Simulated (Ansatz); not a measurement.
Input

```
crystal:
  periodic: [false, false, false]
  atoms:
    - {symbol: C, position_ang: [-0.278510, 0.957050, -0.071270]}
    - {symbol: F, position_ang: [-1.602088, -1.156759, -2.171039]}
    - {symbol: In, position_ang: [-2.932516, -0.907498, -0.691012]}
    - {symbol: S, position_ang: [-1.841299, 0.730319, 0.878927]}
    - {symbol: H, position_ang: [-0.179215, 2.016706, -0.344965]}
    - {symbol: H, position_ang: [-0.290548, 0.345630, -0.984871]}
    - {symbol: H, position_ang: [0.568400, 0.651257, 0.558720]}
basis:
  gaussian: {orbitals: def2-TZVPD}
total_charge: 0
magnetization: {spin_polarized: true, initial_magnetization: 1}
hamiltonian: {xc: pbe0}
output: {forces: true, orbitals: {seedname: orbitals}}
```

Command:

```sh
ansatz run input.yaml --threads 2 --pin off --max-ram 4350MiB --events-out events.jsonl --progress --plain --runs-dir runs
```

Geometry: B3LYP-D3(BJ)/def2-SVP; core potentials replace the inner electrons of In.

These are results of isolated molecule in a Gaussian basis; Kohn-Sham density functional theory, functional PBE0 (Ansatz), not measurements.

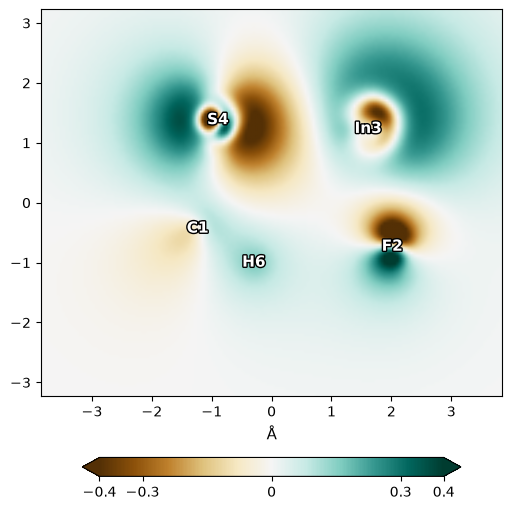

CH₃FInS (SMILES C[S][In][F]) (doublet). The LUMO (β) on the plane of atoms C1, S4 and In3 (values in Å⁻³ᐟ²; the overall sign is arbitrary).

### Where does this orbital lie, and at what energy?

Its weight (Hirshfeld) is mainly on In3 (about 60 %), S4 (about 30 %) and F2 (about 5 %). Its energy is −4.26 eV.
